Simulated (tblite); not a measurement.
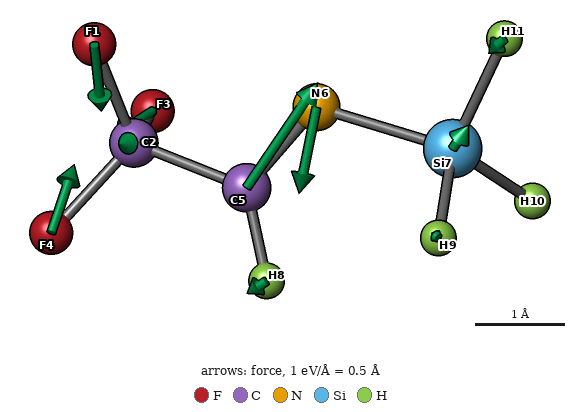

Starting geometry of C2H4F3NSi with the computed forces as green arrows. Style: ball-and-stick. Shown at a tilt.

Method: tblite, GFN2-xTB geometry optimisation, gas phase. 

Q: What follows when this structure is relaxed?

A: It isn't relaxed: the largest force vector, on C5, is 2.97 eV/Å. The final displacements have little in common with the starting forces (cosine between the two patterns 0.25). H10 moves most after the best rigid fit: 1.07 Å. Largest moves by element: H 1.07 Å, F 1.05 Å, N 0.27 Å, Si 0.11 Å, C 0.08 Å. Near-neighbour distances that change, for instance: F1–C2 1.387 → 1.330 Å, N6–Si7 1.775 → 1.731 Å, C2–F4 1.387 → 1.345 Å, C5–N6 1.280 → 1.239 Å. Among the angles between lasting bonds that change: C5–N6–Si7 119.4° → 134.9°, C2–C5–H8 121.7° → 112.1°, N6–Si7–H10 110.8° → 101.5°. Groups turn about N6–Si7 by about 50°, C2–C5 by about 35°. After 122 geometry steps the energy has fallen by 11.0 kcal/mol. The run took 0.47 s on 1 thread of Arm Neoverse V2 (shared host).
